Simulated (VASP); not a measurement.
# A VASP study of Sb2O3 (Valentinite) (LDA): structure first, properties next, part 3 of 4

Wanted: the relaxed cell of Sb2O3 (Valentinite) and its properties. The start is a cell from a database of measured crystal structures.

VASP 6.6.1; LDA; plane waves and PAW (Sb, O).

So far, gap on the k-mesh (eV): step 2 (full relaxation (LDA)) 1.55. The relaxed cell has a, b, c = 4.782, 12.088, 5.313 Å (conventional setting).

## 5. Band structure (LDA)

The mesh alone shows little of the dispersion and can miss band extrema, so KPOINTS_OPT adds a path through the symmetry points after the self-consistent cycle.

The input, INCAR:

```
SYSTEM = Sb2O3
PREC = Accurate
ENCUT = 520
EDIFF = 1E-06
NELM = 100
ISMEAR = 0
SIGMA = 0.05
LREAL = .FALSE.
ALGO = Normal
GGA = CA
NBANDS = 100
LORBIT = 11
LWAVE = .FALSE.
LCHARG = .FALSE.
KPAR = 4
NCORE = 2
```

The input, POSCAR:

```
Sb2O3
1.0
    4.7819833639      0.0000000000      0.0000000000
    0.0000000000     12.0879556440      0.0000000000
    0.0000000000      0.0000000000      5.3134953360
Sb O
8 12
Direct
    0.0289015802      0.1274377817      0.1798682476
    0.4710984198      0.3725622183      0.1798682476
    0.5289015802      0.8725622183      0.3201317524
    0.9710984198      0.6274377817      0.3201317524
    0.9710984198      0.8725622183      0.8201317524
    0.5289015802      0.6274377817      0.8201317524
    0.4710984198      0.1274377817      0.6798682476
    0.0289015802      0.3725622183      0.6798682476
    0.2500000000      0.2500000000      0.9990371949
    0.7500000000      0.7500000000      0.5009628051
    0.7500000000      0.7500000000      0.0009628051
    0.2500000000      0.2500000000      0.4990371949
    0.1439451238      0.0555362401      0.8473217566
    0.3560548762      0.4444637599      0.8473217566
    0.6439451238      0.9444637599      0.6526782434
    0.8560548762      0.5555362401      0.6526782434
    0.8560548762      0.9444637599      0.1526782434
    0.6439451238      0.5555362401      0.1526782434
    0.3560548762      0.0555362401      0.3473217566
    0.1439451238      0.4444637599      0.3473217566
```

The input, KPOINTS:

```
Automatic mesh
0
Gamma
4 2 4
0 0 0
```

The input, KPOINTS_OPT:

```
Line mode
12
Line-mode
Reciprocal
  0.00000000   0.00000000   0.00000000 GAMMA
 -0.50000000   0.00000000   0.00000000 X

 -0.50000000   0.00000000   0.00000000 X
 -0.50000000   0.00000000  -0.50000000 S

 -0.50000000   0.00000000  -0.50000000 S
  0.00000000   0.00000000  -0.50000000 Y

  0.00000000   0.00000000  -0.50000000 Y
  0.00000000   0.00000000   0.00000000 GAMMA

  0.00000000   0.00000000   0.00000000 GAMMA
  0.00000000  -0.50000000   0.00000000 Z

  0.00000000  -0.50000000   0.00000000 Z
 -0.50000000  -0.50000000   0.00000000 U

 -0.50000000  -0.50000000   0.00000000 U
 -0.50000000  -0.50000000  -0.50000000 R

 -0.50000000  -0.50000000  -0.50000000 R
  0.00000000  -0.50000000  -0.50000000 T

  0.00000000  -0.50000000  -0.50000000 T
  0.00000000  -0.50000000   0.00000000 Z

  0.00000000   0.00000000  -0.50000000 Y
  0.00000000  -0.50000000  -0.50000000 T

 -0.50000000  -0.50000000   0.00000000 U
 -0.50000000   0.00000000   0.00000000 X

 -0.50000000   0.00000000  -0.50000000 S
 -0.50000000  -0.50000000  -0.50000000 R
```

Potentials, in the order of the species: Sb and O (LDA family, release 64).

Launch:

```console
$ mpirun -np 8 vasp_std
```

What it wrote:

```text
[... set-up lines as in an earlier step ...]
 entering main loop
       N       E                     dE             d eps       ncg     rms          rms(c)
DAV:   1     0.794384816361E+03    0.79438E+03   -0.46771E+04  3600   0.100E+03
DAV:   2    -0.646389434420E+02   -0.85902E+03   -0.79290E+03  4768   0.228E+02
DAV:   3    -0.154623487877E+03   -0.89985E+02   -0.88233E+02  4240   0.840E+01
DAV:   4    -0.155949020811E+03   -0.13255E+01   -0.13225E+01  4144   0.114E+01
DAV:   5    -0.155965928054E+03   -0.16907E-01   -0.16904E-01  4184   0.130E+00    0.302E+01
DAV:   6    -0.134952053918E+03    0.21014E+02   -0.59166E+01  3852   0.291E+01    0.173E+01
DAV:   7    -0.134698311519E+03    0.25374E+00   -0.74746E+00  3968   0.757E+00    0.587E+00
DAV:   8    -0.134432812812E+03    0.26550E+00   -0.63227E-01  4060   0.259E+00    0.249E+00
DAV:   9    -0.134334957283E+03    0.97856E-01   -0.64029E-02  4208   0.111E+00    0.526E-01
DAV:  10    -0.134333581187E+03    0.13761E-02   -0.11596E-02  3968   0.482E-01    0.161E-01
DAV:  11    -0.134333688734E+03   -0.10755E-03   -0.17503E-03  4016   0.131E-01    0.152E-01
DAV:  12    -0.134333388399E+03    0.30033E-03   -0.73971E-04  4076   0.996E-02    0.244E-02
DAV:  13    -0.134333394515E+03   -0.61157E-05   -0.12662E-04  4152   0.345E-02    0.355E-02
DAV:  14    -0.134333390154E+03    0.43612E-05   -0.10838E-05  4076   0.122E-02    0.168E-02
DAV:  15    -0.134333390067E+03    0.86839E-07   -0.30220E-06  3288   0.509E-03
   1 F= -.13433339E+03 E0= -.13433339E+03  d E =-.369046E-15
 Start KPOINTS_OPT (optional k-point list driver)
k-point batch [1-18\144]
       N       E                     dE             ncg
DAV:   1     0.131646198197E+05   -0.17045E+05     3600
DAV:   2    -0.110809316542E+04   -0.14273E+05     4760
DAV:   3    -0.258333261025E+04   -0.14752E+04     4252
DAV:   4    -0.260446818312E+04   -0.21136E+02     4224
DAV:   5    -0.260470235870E+04   -0.23418E+00     4232
DAV:   6    -0.260470664146E+04   -0.42828E-02     4216
DAV:   7    -0.260470675255E+04   -0.11108E-03     4328
DAV:   8    -0.260470675615E+04   -0.36016E-05     3504
DAV:   9    -0.260470675633E+04   -0.17842E-06     2832
[...]
k-point batch [127-144\144]
       N       E                     dE             ncg
DAV:   1     0.131479109257E+05   -0.39266E+05     3600
DAV:   2    -0.115709659720E+04   -0.14305E+05     4792
DAV:   3    -0.261067261700E+04   -0.14536E+04     4348
DAV:   4    -0.263188155704E+04   -0.21209E+02     4104
DAV:   5    -0.263211357851E+04   -0.23202E+00     4288
DAV:   6    -0.263211783458E+04   -0.42561E-02     4060
DAV:   7    -0.263211794489E+04   -0.11031E-03     4312
DAV:   8    -0.263211794844E+04   -0.35533E-05     3324
DAV:   9    -0.263211794862E+04   -0.18116E-06     2864
```

Elapsed: 6.9 min, on 8 MPI ranks of Intel Xeon Platinum 8259CL at 2.50GHz (Skylake/Cascade Lake), shared host; peak memory 4.2 GiB; 55 min of CPU time.

From OUTCAR (step 5):

```text
   k-points           NKPTS =     18   k-points in BZ     NKDIM =     18   number of bands    NBANDS=    100

   NELECT =     112.0000    total number of electrons

 E-fermi :   6.2934

 k-point     1 :       0.0000    0.0000    0.0000
  band No.  band energies     occupation
    ...
     52       4.5737      2.00000
     53       4.7006      2.00000
     54       5.2635      2.00000
     55       5.7779      2.00000
     56       6.0265      2.00000
     57       7.5799      0.00000
     58       8.0642      0.00000
     59       8.1725      0.00000
     60       9.0232      0.00000
     61       9.2971      0.00000
    ...

  Total        0.1098226      0.0919148      0.2068158      0.0000000      0.0000000      0.0000000
  in kB        0.5728768      0.4794625      1.0788300      0.0000000      0.0000000      0.0000000
  external PRESSURE =       0.7103898 kB  Pullay stress =       0.0000000 kB

 POSITION                                       TOTAL-FORCE (eV/Angst)
 -----------------------------------------------------------------------------------
      0.13821      1.54046      0.95573        -0.003758     -0.006967      0.001027
      2.25278      4.50352      0.95573         0.003758      0.006967      0.001027
      2.52920     10.54749      1.70102        -0.003758      0.006967     -0.001027
      4.64378      7.58444      1.70102         0.003758     -0.006967     -0.001027
      4.64378     10.54749      4.35777         0.003758      0.006967     -0.001027
      2.52920      7.58444      4.35777        -0.003758     -0.006967     -0.001027
      2.25278      1.54046      3.61248         0.003758     -0.006967      0.001027
      0.13821      4.50352      3.61248        -0.003758      0.006967      0.001027
      1.19550      3.02199      5.30838        -0.000000      0.000000      0.001700
      3.58649      9.06597      2.66186        -0.000000      0.000000     -0.001700
      3.58649      9.06597      0.00512        -0.000000      0.000000     -0.001700
      1.19550      3.02199      2.65163        -0.000000      0.000000      0.001700
      0.68834      0.67132      4.50224        -0.001085      0.006071     -0.004585
      1.70265      5.37266      4.50224         0.001085     -0.006071     -0.004585
      3.07933     11.41664      3.46800        -0.001085     -0.006071      0.004585
      4.09364      6.71530      3.46800         0.001085      0.006071      0.004585
      4.09364     11.41664      0.81126         0.001085     -0.006071      0.004585
      3.07933      6.71530      0.81126        -0.001085      0.006071      0.004585
      1.70265      0.67132      1.84549         0.001085      0.006071     -0.004585
      0.68834      5.37266      1.84549        -0.001085     -0.006071     -0.004585
 -----------------------------------------------------------------------------------
    total drift:                                0.000000      0.000000     -0.000000

  FREE ENERGIE OF THE ION-ELECTRON SYSTEM (eV)
  ---------------------------------------------------
  free  energy   TOTEN  =      -134.3333900672 eV

  energy  without entropy=     -134.3333900672  energy(sigma->0) =     -134.33339007

[... 8 parts as in an earlier step ...]

[... 8 further parts left out ...]
```

Spin-orbit coupling is off here; with elements this heavy it splits and shifts levels by tenths of an eV or more.

Numbers from this step:

| Quantity | Value |
| --- | --- |
| SCF cycles | 15 |
| bands | 100 |
| Fermi energy | 6.293 eV |
| pressure | 0.07104 GPa |
| least gap on mesh and path | 1.553 eV |
| least direct gap on mesh and path | 1.553 eV |

Electronic bands along the path, in eV, zero at the valence-band top; v1 is the highest filled band, c1 the lowest empty one:

```
    point     v4     v3     v2     v1    c1    c2    c3    c4
        Γ  -1.33  -0.76  -0.25   0.00  1.55  2.04  2.15  3.00
        X  -0.98  -0.98  -0.86  -0.86  2.98  2.98  3.12  3.12
        S  -0.77  -0.77  -0.77  -0.77  2.87  2.87  2.87  2.87
        Y  -1.25  -1.25  -0.62  -0.62  3.08  3.08  3.28  3.28
        Γ  -1.33  -0.76  -0.25   0.00  1.55  2.04  2.15  3.00
        Z  -1.05  -1.05  -0.26  -0.26  1.87  1.87  2.69  2.69
        U  -0.88  -0.88  -0.83  -0.83  2.83  2.83  3.21  3.21
        R  -0.81  -0.81  -0.75  -0.75  2.93  2.93  3.03  3.03
        T  -0.90  -0.90  -0.90  -0.90  3.26  3.26  3.26  3.26
        Z  -1.05  -1.05  -0.26  -0.26  1.87  1.87  2.69  2.69
jump to Y  -1.25  -1.25  -0.62  -0.62  3.08  3.08  3.28  3.28
        T  -0.90  -0.90  -0.90  -0.90  3.26  3.26  3.26  3.26
jump to U  -0.88  -0.88  -0.83  -0.83  2.83  2.83  3.21  3.21
        X  -0.98  -0.98  -0.86  -0.86  2.98  2.98  3.12  3.12
jump to S  -0.77  -0.77  -0.77  -0.77  2.87  2.87  2.87  2.87
        R  -0.81  -0.81  -0.75  -0.75  2.93  2.93  3.03  3.03
```

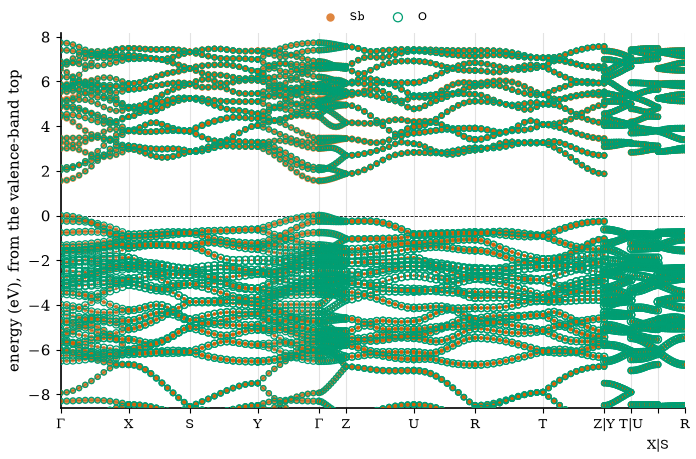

Electronic bands along the path; dots are coloured as in the legend, and their area grows with the weight.

The path finds the gap of the mesh within 0.02 eV, so the mesh comes close to both band edges.

## 6. Total and projected DOS (LDA)

Here the states are counted by energy and projected on the atoms. The mesh is finer than in the run before.

Changes to INCAR since step 5:

```diff
@@ -5,3 +5,3 @@
 NELM = 100
-ISMEAR = 0
+ISMEAR = -5
 SIGMA = 0.05
@@ -14,3 +14,3 @@
 LCHARG = .FALSE.
-KPAR = 4
-NCORE = 2
+KPAR = 8
+NEDOS = 2001
```

POSCAR is that of step 5.

The input, KPOINTS:

```
Automatic mesh
0
Gamma
6 3 6
0 0 0
```

Launch:

```console
$ mpirun -np 8 vasp_std
```

What it wrote:

```text
[banner, memory and clock lines left out]
running    8 mpi-ranks, on    1 nodes
 distrk:  each k-point on    1 cores,    8 groups
 distr:  one band on    1 cores,    1 groups

 POSCAR found type information on POSCAR SbO
 POSCAR found :  2 types and      20 ions
|                                                                             |
|           W    W    AA    RRRRR   N    N  II  N    N   GGGG   !!!           |
|           W    W   A  A   R    R  NN   N  II  NN   N  G    G  !!!           |
|           W    W  A    A  R    R  N N  N  II  N N  N  G       !!!           |
|           W WW W  AAAAAA  RRRRR   N  N N  II  N  N N  G  GGG   !            |
|           WW  WW  A    A  R   R   N   NN  II  N   NN  G    G                |
|           W    W  A    A  R    R  N    N  II  N    N   GGGG   !!!           |
|                                                                             |
|     For optimal performance we recommend to set                             |
|       NCORE = 2 up to number-of-cores-per-socket                            |
|     NCORE specifies how many cores store one orbital (NPAR=cpu/NCORE).      |
|     This setting can greatly improve the performance of VASP for DFT.       |
|     The default, NCORE=1 might be grossly inefficient on modern             |
|     multi-core architectures or massively parallel machines. Do your        |
|     Unfortunately you need to use the default for GW and RPA                |
|     calculations (for HF NCORE is supported but not extensively tested      |
|     yet).                                                                   |
|                                                                             |

 [... a notice as in an earlier step ...]

 LDA part: xc-table for (Slater(with rela. corr.)+CA(PZ))
 , standard interpolation
 POSCAR, INCAR and KPOINTS ok, starting setup
 FFT: planning ... GRIDC
 FFT: planning ... GRID_SOFT
 FFT: planning ... GRID
 WAVECAR not read
 entering main loop
       N       E                     dE             d eps       ncg     rms          rms(c)
DAV:   1     0.792560028553E+03    0.79256E+03   -0.46705E+04  6400   0.100E+03
DAV:   2    -0.648491581484E+02   -0.85741E+03   -0.78958E+03  8432   0.228E+02
DAV:   3    -0.154604982770E+03   -0.89756E+02   -0.87971E+02  7536   0.841E+01
DAV:   4    -0.155948922314E+03   -0.13439E+01   -0.13409E+01  7336   0.115E+01
DAV:   5    -0.155966003895E+03   -0.17082E-01   -0.17079E-01  7468   0.131E+00    0.302E+01
DAV:   6    -0.134953358179E+03    0.21013E+02   -0.59120E+01  6852   0.291E+01    0.173E+01
DAV:   7    -0.134698899710E+03    0.25446E+00   -0.74685E+00  7000   0.757E+00    0.587E+00
DAV:   8    -0.134433475663E+03    0.26542E+00   -0.63365E-01  7268   0.259E+00    0.249E+00
DAV:   9    -0.134335613525E+03    0.97862E-01   -0.63982E-02  7520   0.111E+00    0.527E-01
DAV:  10    -0.134334237986E+03    0.13755E-02   -0.11639E-02  7076   0.484E-01    0.162E-01
DAV:  11    -0.134334335924E+03   -0.97939E-04   -0.17457E-03  7136   0.131E-01    0.152E-01
DAV:  12    -0.134334038461E+03    0.29746E-03   -0.73112E-04  7312   0.989E-02    0.249E-02
DAV:  13    -0.134334044081E+03   -0.56204E-05   -0.12702E-04  7384   0.348E-02    0.356E-02
DAV:  14    -0.134334039700E+03    0.43811E-05   -0.11099E-05  7236   0.123E-02    0.168E-02
DAV:  15    -0.134334039603E+03    0.97656E-07   -0.30947E-06  5960   0.517E-03
   1 F= -.13433404E+03 E0= -.13433404E+03  d E =0.000000E+00
```

It took 2.5 min on 8 MPI ranks; peak memory 5.7 GiB; 20 min of CPU time.

From OUTCAR (step 6):

```text
   k-points           NKPTS =     32   k-points in BZ     NKDIM =     32   number of bands    NBANDS=    100

   NELECT =     112.0000    total number of electrons

 E-fermi :   6.0439

 k-point     1 :       0.0000    0.0000    0.0000
  band No.  band energies     occupation
    ...
     52       4.5736      2.00000
     53       4.7005      2.00000
     54       5.2634      2.00000
     55       5.7778      2.00000
     56       6.0264      2.00000
     57       7.5799      0.00000
     58       8.0642      0.00000
     59       8.1725      0.00000
     60       9.0232      0.00000
     61       9.2970      0.00000
    ...

  Total        0.1102612      0.0887049      0.2028844      0.0000000      0.0000000     -0.0000000
  in kB        0.5751644      0.4627188      1.0583226      0.0000000      0.0000000     -0.0000000
  external PRESSURE =       0.6987353 kB  Pullay stress =       0.0000000 kB

 POSITION                                       TOTAL-FORCE (eV/Angst)
 -----------------------------------------------------------------------------------
      0.13821      1.54046      0.95573        -0.004191     -0.006883      0.000884
      2.25278      4.50352      0.95573         0.004191      0.006883      0.000884
      2.52920     10.54749      1.70102        -0.004191      0.006883     -0.000884
      4.64378      7.58444      1.70102         0.004191     -0.006883     -0.000884
      4.64378     10.54749      4.35777         0.004191      0.006883     -0.000884
      2.52920      7.58444      4.35777        -0.004191     -0.006883     -0.000884
      2.25278      1.54046      3.61248         0.004191     -0.006883      0.000884
      0.13821      4.50352      3.61248        -0.004191      0.006883      0.000884
      1.19550      3.02199      5.30838         0.000000      0.000000      0.001712
      3.58649      9.06597      2.66186         0.000000      0.000000     -0.001712
      3.58649      9.06597      0.00512         0.000000      0.000000     -0.001712
      1.19550      3.02199      2.65163         0.000000      0.000000      0.001712
      0.68834      0.67132      4.50224        -0.000895      0.006360     -0.004587
      1.70265      5.37266      4.50224         0.000895     -0.006360     -0.004587
      3.07933     11.41664      3.46800        -0.000895     -0.006360      0.004587
      4.09364      6.71530      3.46800         0.000895      0.006360      0.004587
      4.09364     11.41664      0.81126         0.000895     -0.006360      0.004587
      3.07933      6.71530      0.81126        -0.000895      0.006360      0.004587
      1.70265      0.67132      1.84549         0.000895      0.006360     -0.004587
      0.68834      5.37266      1.84549        -0.000895     -0.006360     -0.004587
 -----------------------------------------------------------------------------------
    total drift:                                0.000000      0.000000     -0.000000

  FREE ENERGIE OF THE ION-ELECTRON SYSTEM (eV)
  ---------------------------------------------------
  free  energy   TOTEN  =      -134.3340396027 eV

  energy  without entropy=     -134.3340396027  energy(sigma->0) =     -134.33403960

[... 8 parts as in an earlier step ...]

[... 8 further parts left out ...]
```

Numbers from this step:

| Item | Value |
| --- | --- |
| irreducible k-points | 32 |
| free energy (TOTEN) | -134.3340 eV |
| Fermi energy | 6.044 eV |
| pressure | 0.06987 GPa |
| gap on the k-mesh | 1.554 eV |
| least direct gap on the k-mesh | 1.554 eV |

(Continued in part 4 of 4.)

[Lines on the potential files, build, host, timing and source positions are cut from VASP's logs without a mark.]

[Logs are printed without paths, hosts, clocks, repeated set-up lines and the standing remarks that a program may print on its own settings, such as how far it seeks lower states.]

[Hosts, paths, dates, database ids (printed as entryN), source tags and the programs' standing remarks are cut or masked in the printed files.]

[A measured line is paired with the nearest computed mode of its activity, which favours agreement.]

[In band tables of VASP the shares of atoms and orbitals are scaled to a sum of 1 inside the atoms' spheres.]
